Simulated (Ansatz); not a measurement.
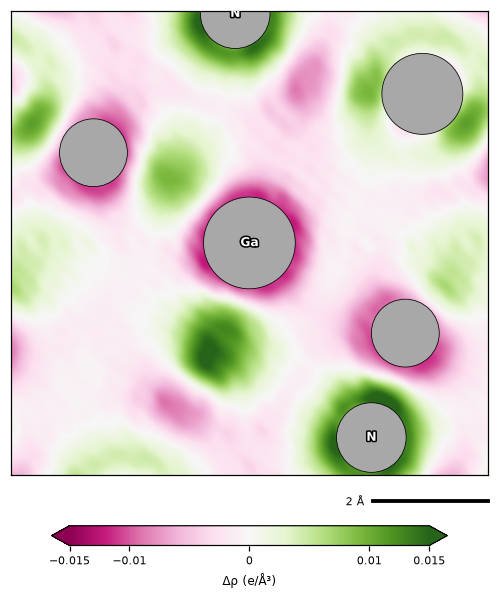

Ga$_{3}$AsN$_{2}$. Difference of the valence pseudo-densities of two functionals at the same geometry, on the (101̄) plane of the calculation cell: one of PBE and r2SCAN less the other.

Space group I-4m2; started from the ordered alloy on zincblende lattice prototype, which need not be the ambient phase.

Both computed with Ansatz (plane waves, PAW), on the same k-point mesh. Grey discs cover the atomic cores.

Q: Which was subtracted from which, and what does the map show?

A: It is r2SCAN less PBE. Against PBE, r2SCAN gives less density around Ga (−0.007 e/Å³ on average at 1.0 Å from the nucleus) and more density around N (+0.013 e/Å³ on average at 0.8 Å from the nucleus).
